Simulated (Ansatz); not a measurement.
Cl₂FH₃O₃W

```
atom    x (Å)    y (Å)    z (Å)
   W  -0.0467   0.1661   0.1030
   F   0.1374   0.4315   1.9597
   O   1.7999  -0.1777  -0.0255
   H   2.2038  -1.0682  -0.0329
   O  -0.0419   2.0455  -0.0678
   H  -0.1284   2.5704  -0.8864
   O  -1.8940  -0.1217   0.3289
   H  -2.3137  -1.0020   0.4016
  Cl  -0.0812  -2.2585   0.1424
  Cl  -0.2695   0.1634  -2.2489
```

Core potentials replace the inner electrons of W.

Theory: Ansatz 0.2.0, RKS PBE/def2-SVP.

What can the converged electron density and electron localisation function tell about the bonding?

Answer. W–O (1.88 Å): ρ at the midpoint is about 1.1 e/Å³; the ELF peaks at about 0.85 in the valence shell of O, 0.6 Å from its nucleus, and drops to about 0.25 between the two atoms.
O–H (0.98 Å): ρ is about 3.6 e/Å³ halfway; the ELF climbs to about 1 towards the hydrogen, as it does in any bond to H: a covalent bond by its length.
W–Cl (2.43 Å): the density is about 0.53 e/Å³ at the midpoint; the ELF peaks at about 0.85 in the valence shell of Cl, 0.9 Å from its nucleus, and is about 0.40 at the midpoint.

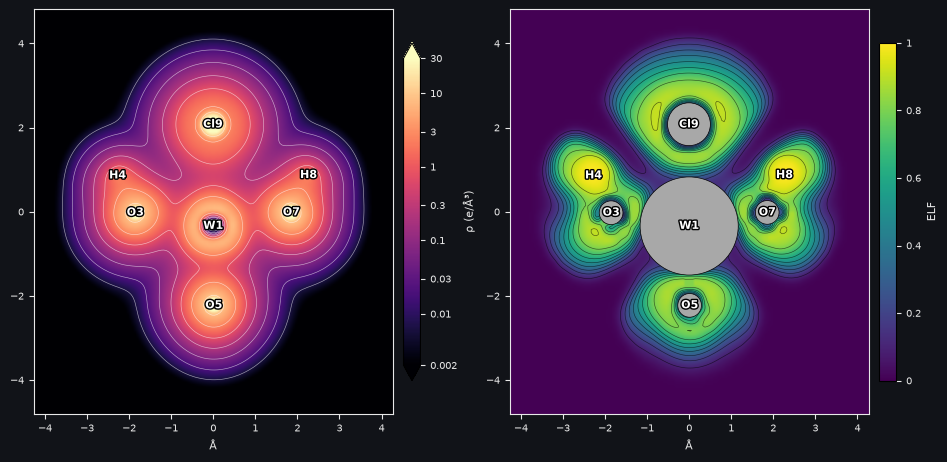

Computed electron density and electron localisation function on the plane of atoms O5, W1 and O7, in this order. Grey discs cover the atomic cores in the ELF map. 
